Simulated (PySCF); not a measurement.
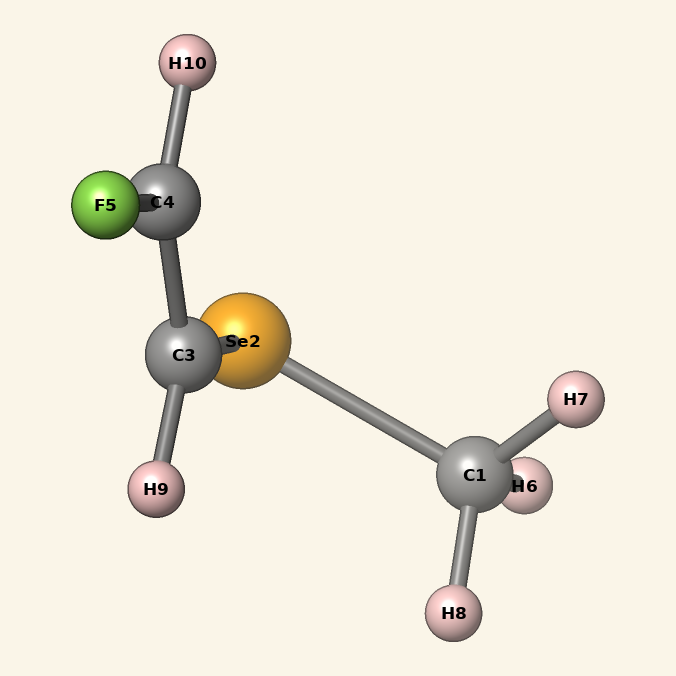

Se2 lies behind C3. The molecule seen a little off the C3–Se2 bond, C3 in front. Atoms fade into the background with distance from the viewer. The geometry was computed by an optimisation with PBE0-D3(BJ)/def2-SVP. No frequency run is at hand to confirm it as a minimum.

### What is the torsion angle C4–C3–Se2–C1? The sign is positive where the front bond must turn clockwise to cover the back bond.

120°, anticlinal.
